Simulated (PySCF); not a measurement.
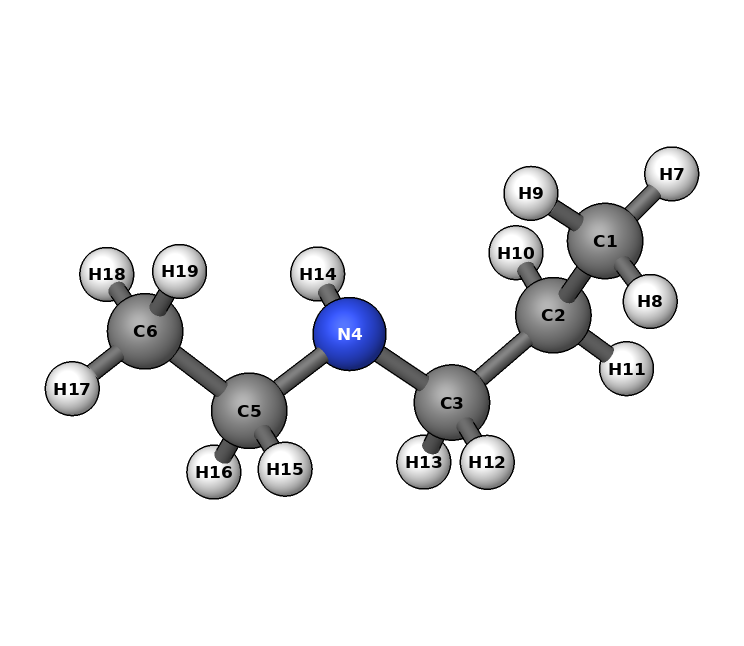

The geometry was computed by an optimisation with GFN2-xTB. No frequency run is at hand to confirm it as a minimum. Method: GIAO PBE0/pcSseg-1 NMR shielding, non-relativistic, gas phase (PySCF 2.14.0). Principal shieldings σ11 ≤ σ22 ≤ σ33, span Ω = σ33 − σ11, skew κ = 3(σiso − σ22)/Ω.

Give the shielding tensors of the N atoms.

```csv
atom,σ11,σ22,σ33,σiso,Ω,κ
N4,147.1,209.1,238.2,198.1,91.1,−0.36
```

Shieldings and span in ppm.
